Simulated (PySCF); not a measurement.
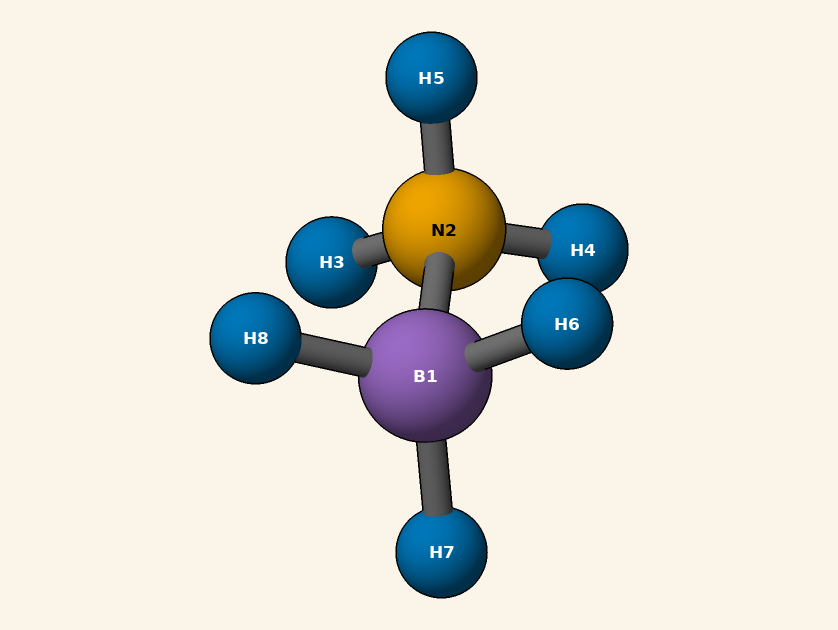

The geometry was computed by an optimisation with PBE0-D3(BJ)/def2-SVP. No frequency run is at hand to confirm it as a minimum. Properties computed with GIAO PBE0/pcSseg-1 NMR shielding, non-relativistic, gas phase (PySCF 2.14.0). Principal shieldings σ11 ≤ σ22 ≤ σ33, span Ω = σ33 − σ11, skew κ = 3(σiso − σ22)/Ω.

Give the shielding tensors of the N atoms.

| atom | σ11 | σ22 | σ33 | σiso | Ω | κ |
| --- | --- | --- | --- | --- | --- | --- |
| N2 | 216.4 | 229.9 | 229.9 | 225.4 | 13.5 | −1.00 |

Shieldings and span in ppm.
